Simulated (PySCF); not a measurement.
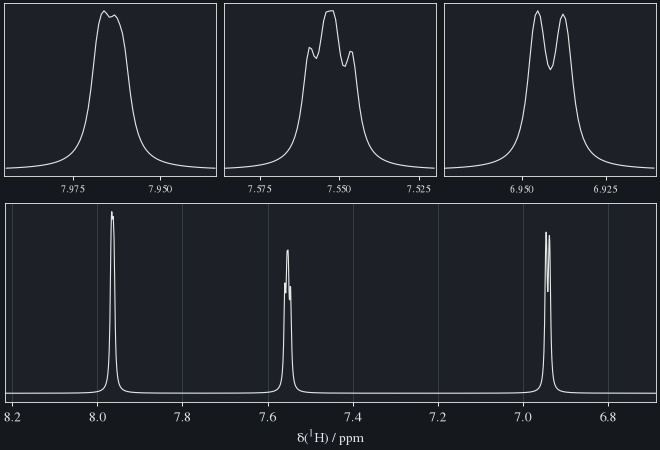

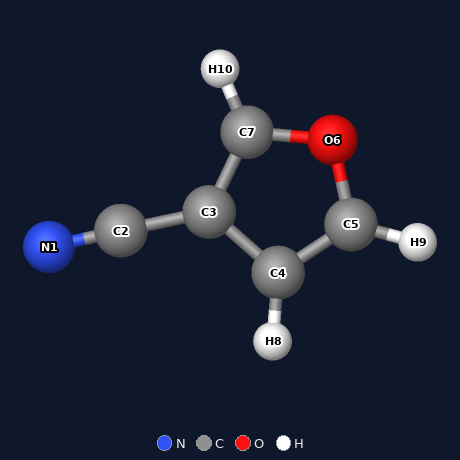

C₅H₃NO, SMILES N#Cc1ccoc1. Simulated ¹H spectrum at 300 MHz, line width 1.5 Hz, from GIAO shifts (PBE0/pcSseg-1, against TMS) and couplings (B3LYP/pcJ-1), PySCF, at a GFN2-xTB geometry (no frequency check). Gas phase, values of one conformer, averaged over methyl-type rotors and exact or near symmetry; couplings among ¹H are treated exactly, other nuclei are left out. The spin-dipole term of J is left out for all pairs. The upper panels enlarge each group of lines, each scaled alone.

### Assign the signals.

```csv
δ (ppm),nuclei,atoms
7.96,1,H10
7.55,1,H9
6.94,1,H8
```

### Which couplings enter the simulation?

| pair | J (Hz) |
| --- | --- |
| H9–H8 | 2.4 |
| H10–H9 | 1.6 |
| H10–H8 | 0.6 |

Not listed: couplings under 0.5 Hz, those between magnetically equivalent nuclei.

Caveats, for all or some of the runs: the tight-binding geometry is rougher than a DFT one and adds to the error.
